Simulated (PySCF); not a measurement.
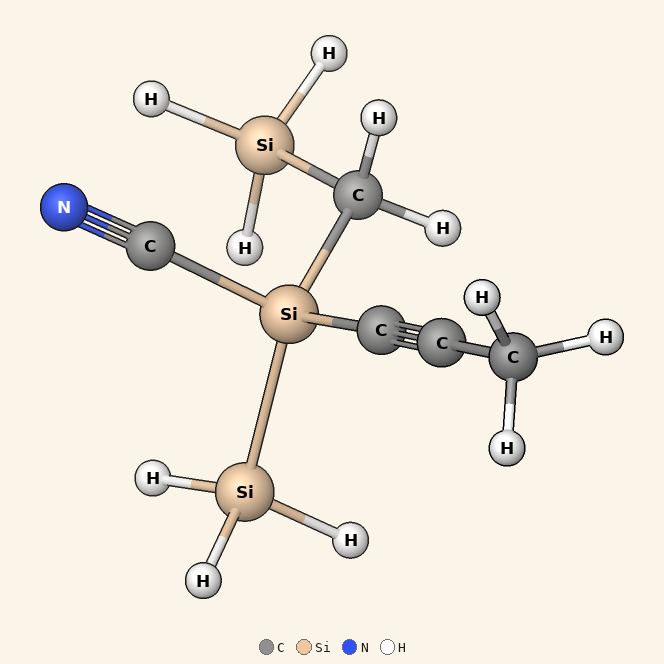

The computed structure is the end point of a GFN2-xTB optimisation. No frequency run is at hand to confirm it as a minimum. Properties computed with PBE0/pcSseg-1, gas phase (PySCF 2.14.0).

Question: Estimate the HOMO energy (Kohn–Sham orbital).

Answer: −7.90 eV.

Question: Give the HOMO–LUMO gap at this level.

Answer: 7.06 eV.

Question: Estimate the dipole moment.

Answer: 4.65 D.

The geometry is semi-empirical. Around Si such bond lengths and angles can be off by a tenth of an ångström or more and by several degrees, and values that hang on the shape move with them.
